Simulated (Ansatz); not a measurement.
## Two runs on C₄H₁₀Si

System: C₄H₁₀Si.
Method of the first run: RKS SPW92 (LDA)/def2-TZVPP (Ansatz 0.2.0).

The geometry comes from this level: PBE0-D4/def2-TZVP. Text and figures count atoms from 1; the logs count them from 0 in places.

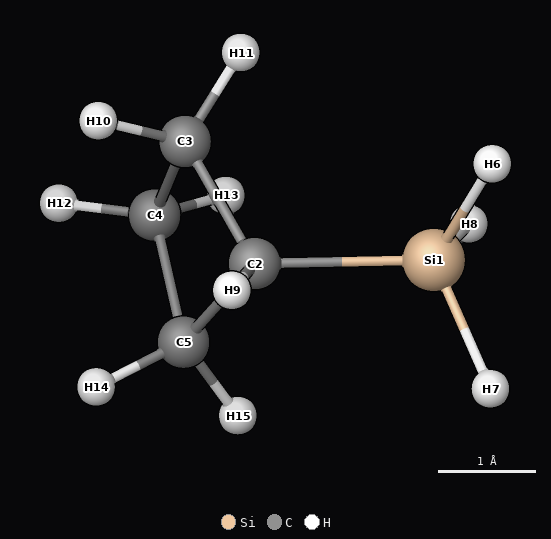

**Figure 1.** The structure (ball-and-stick view, seen at a tilt; atoms are numbered from 1 in the order of the input). Bond lengths as drawn: C–C 1.54 to 1.55 Å, C–H 1.09 Å, C–Si 1.87 Å and H–Si 1.49 Å.

## The input, the first run
```yaml
crystal:
  periodic: [false, false, false]
  atoms:
    - {symbol: Si, position_ang: [-1.575118, 0.775927, 0.791186]}
    - {symbol: C, position_ang: [0.194431, 0.720433, 0.182330]}
    - {symbol: C, position_ang: [1.004239, -0.500865, 0.692952]}
    - {symbol: C, position_ang: [0.727897, -1.203359, -0.648565]}
    - {symbol: C, position_ang: [0.354410, 0.160779, -1.256160]}
    - {symbol: H, position_ang: [-1.622420, 1.077293, 2.248820]}
    - {symbol: H, position_ang: [-2.351134, 1.817777, 0.063115]}
    - {symbol: H, position_ang: [-2.236662, -0.540108, 0.565916]}
    - {symbol: H, position_ang: [0.653528, 1.697053, 0.360758]}
    - {symbol: H, position_ang: [2.061644, -0.254331, 0.814252]}
    - {symbol: H, position_ang: [0.665642, -1.001980, 1.603066]}
    - {symbol: H, position_ang: [1.550016, -1.752584, -1.109052]}
    - {symbol: H, position_ang: [-0.137772, -1.865214, -0.584628]}
    - {symbol: H, position_ang: [1.199683, 0.623273, -1.771165]}
    - {symbol: H, position_ang: [-0.510185, 0.195207, -1.923523]}
basis:
  gaussian: {orbitals: def2-TZVPP}
hamiltonian: {xc: lda}
output: {orbitals: {seedname: orbitals}}
```

Hardware: 4 threads of Arm Neoverse V2, 23 GiB of memory available, shared host.

## Output (the first run)
```
Functional definition: SPW92
  exchange = slater_x
  correlation = pw_c
1598 factors; their error is unknown
mean field evaluation 1: about -12098.9762 eV, gradient 8.5e1 eV
mean field evaluation 2: about -12028.8915 eV, gradient 1.8e2 eV
mean field evaluation 4: about -12116.8345 eV, gradient 9.0e0 eV
mean field evaluation 8: about -12117.0527 eV, gradient 2.4e-1 eV
mean field evaluation 16: about -12116.9937 eV, gradient 5.4e-4 eV
mean field -12116.99368662 eV, -445.2913047899 hartree, gradient 3.3e-5 eV, S^2 0.000000; 0 other end points of the search recorded, 0 dependent functions left out
reference -12116.99373290 eV, -445.2913064906 hartree; 24, 24 occupied and 282, 282 virtual orbitals, 1598 factors
Total energy: -12116.99373290 eV, -445.2913064906 hartree
```

For the second run the input was changed thus:
```diff
-hamiltonian: {xc: lda}
+hamiltonian: {xc: {name: B97M-V}}
```

Predict how the results change.

The total energies belong to different methods, so their difference says nothing on which is more stable or more accurate. The HOMO goes from −6.83 to −7.16 eV. The LUMO goes from −0.26 to 0.07 eV. On the same kind of shared host the second run took about 5.5 times as long.

## Output (the second run)
```
Functional definition: B97M-V
  parameter cx00 = 1.000
  parameter cx01 = 1.308
  parameter cx02 = 1.901
  parameter cx10 = 0.416
  parameter cx11 = 3.070
  parameter css00 = 1.000
  parameter css02 = -1.855
  parameter css10 = -5.668
  parameter css32 = -20.497
  parameter css42 = -20.364
  parameter cos00 = 1.000
  parameter cos01 = 1.573
  parameter cos03 = -6.298
  parameter cos10 = 2.535
  parameter cos32 = -6.427
  parameter b = 6.0
  parameter c = 0.01
  gx(w, u) = cx00 + cx01*u + cx02*u^2 + (cx10 + cx11*u)*w
  gss(w, u) = css00 + css02*u^2 + css10*w + (css32*w^3 + css42*w^4)*u^2
  gos(w, u) = cos00 + cos01*u + cos03*u^3 + cos10*w + cos32*w^3*u^2
  exchange = spin_sum(e_x_unif_s*gx(b97_w, b97_u_x))
  correlation = spin_sum(e_c_pw_mod_same_spin*gss(b97_w, b97_u_same))
      + integral(e_c_pw_mod_opposite_spin*gos(b97_w_opposite, b97_u_opposite)) + vv10(b, c)
1598 factors; their error is unknown
mean field evaluation 1: about -12176.0739 eV, gradient 6.9e1 eV
mean field evaluation 2: about -12149.1708 eV, gradient 1.2e2 eV
mean field evaluation 4: about -12187.9606 eV, gradient 4.3e0 eV
mean field evaluation 8: about -12188.0206 eV, gradient 4.8e-1 eV
mean field evaluation 16: about -12187.9537 eV, gradient 4.6e-3 eV
mean field -12187.95374612 eV, -447.8990388780 hartree, gradient 7.0e-5 eV, S^2 0.000000; 0 other end points of the search recorded, 0 dependent functions left out
reference -12187.95381788 eV, -447.8990415154 hartree; 24, 24 occupied and 282, 282 virtual orbitals, 1598 factors
Total energy: -12187.95381788 eV, -447.8990415154 hartree
```

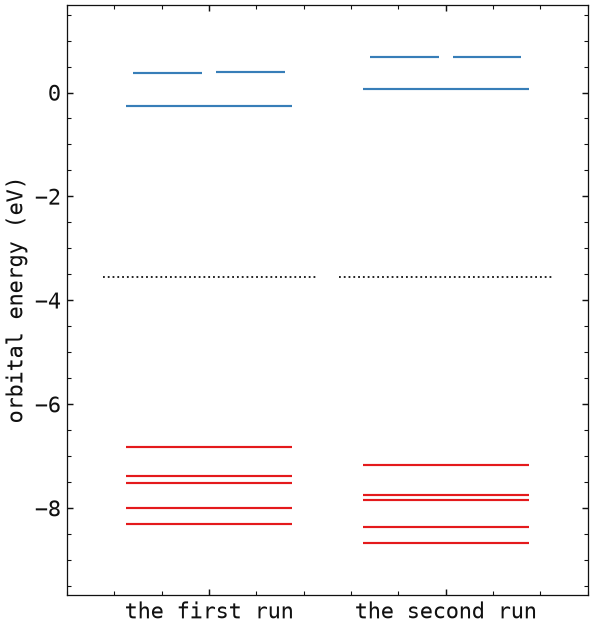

**Figure 2.** The five highest filled and three lowest empty orbital energies of the two runs; the dotted lines part filled from empty levels. The HOMO–LUMO gap is 6.56 eV in the first run and 7.24 eV in the second run.

## The two runs side by side

```tsv
quantity	the first run	the second run
outcome	converged	converged
total energy (hartree)	−445.291306	−447.899042
HOMO (eV)	−6.83	−7.16
LUMO (eV)	−0.26	0.07
basis functions	306	306
wall time (shared host)	2.4 s	13 s
```
